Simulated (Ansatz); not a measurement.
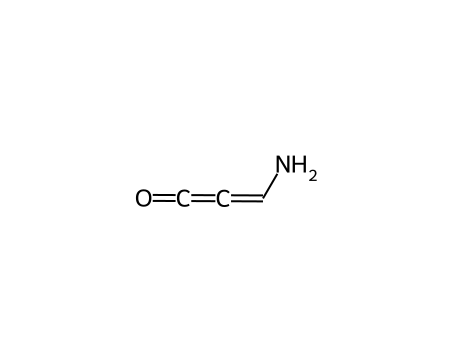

Skeletal drawing of a molecule.

Question: Give its SMILES.

Answer: NC=C=C=O

Question: What is the molecular formula?

Answer: C3H3NO.

The parts below concern this one geometry. Atoms keep their numbers from picture to picture. The geometry was computed by an optimisation with PBE0-D4/def2-TZVP.

Levels of theory compared

Program: Ansatz 0.2.0.

Compare HOMO energy (eV), HOMO–LUMO gap (eV), dipole (D) at these levels: B3LYP-D4/def2-TZVPP; PBE-D4/def2-TZVPP; r2SCAN-D4/def2-TZVPP; ωB97M-V/def2-TZVPP.

```
               level  HOMO energy (eV)  HOMO–LUMO gap (eV)  dipole (D)
 B3LYP-D4/def2-TZVPP             −6.23                4.72        5.49
   PBE-D4/def2-TZVPP             −5.24                3.09        5.34
r2SCAN-D4/def2-TZVPP             −5.46                3.45        5.49
  ωB97M-V/def2-TZVPP             −8.60                9.38        5.46
```

Vibrations

Harmonic vibrations computed with RKS PBE0-D4/def2-TZVP (Ansatz 0.2.0) at a stationary point of the same level.

Question: How many vibrational modes are there, and where do they lie?

Answer: 18 modes: 130, 135, 332, 467, 588, 630, 653, 922, 970, 1178, 1329, 1415, 1639, 1772, 2242, 3106, 3612, 3750 cm⁻¹.

Charges

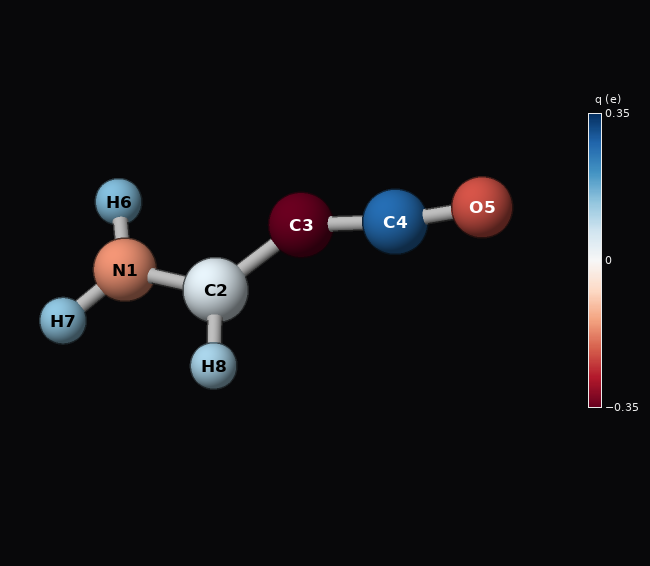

Atoms are coloured by their Mulliken charges. Method: RKS ωB97M-V/def2-TZVPP (Ansatz 0.2.0).

List the Mulliken charges.

```json
{"atom": "N1", "value (e)": "−0.16"}
{"atom": "C2", "value (e)": "0.04"}
{"atom": "C3", "value (e)": "−0.35"}
{"atom": "C4", "value (e)": "0.27"}
{"atom": "O5", "value (e)": "−0.22"}
{"atom": "H6", "value (e)": "0.15"}
{"atom": "H7", "value (e)": "0.14"}
{"atom": "H8", "value (e)": "0.12"}
```

Mulliken values depend strongly on the basis set and can even reverse the polarity of a bond.
